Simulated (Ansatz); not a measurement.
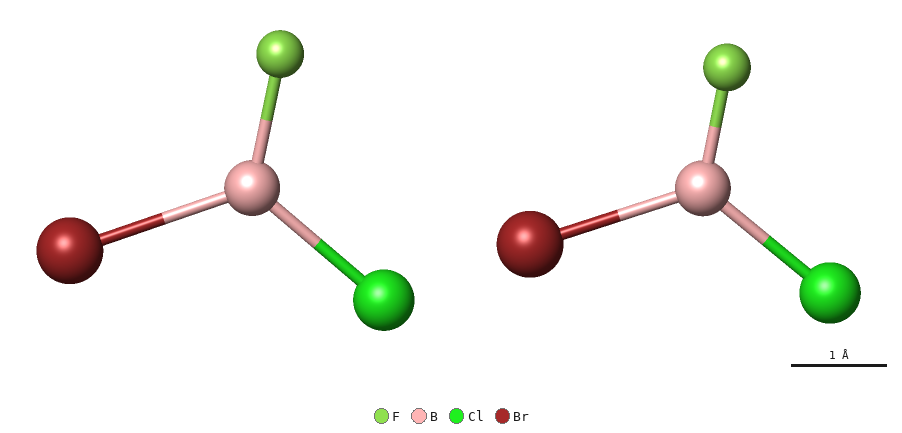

Two geometries of BBrClF (coarse preliminary run), drawn at one scale. One is the start of a relaxation, the other its converged end. The picture is a ball-and-stick view, seen at a tilt.

These are results of Ansatz 0.2.0, RKS PBE-D4/def2-SVP, not measurements. Set-up: force threshold 0.03 eV/Å; at most 200 steps.

Which of the two is the end point?

The right one is the relaxed one. The start comes from a force field. The F atom moves most after the best rigid fit: 0.15 Å. Largest moves by element: F 0.15 Å, Br 0.12 Å, Cl 0.09 Å, B 0.02 Å. Some distances before and after: B–F 1.476 → 1.324 Å, B–Br 2.030 → 1.914 Å, B–Cl 1.836 → 1.753 Å. Over 4 geometry steps the energy falls by 62.1 kJ/mol. The largest force component goes from 4.2 to 0.019 eV/Å. The run took roughly 13 core-seconds on a shared host.
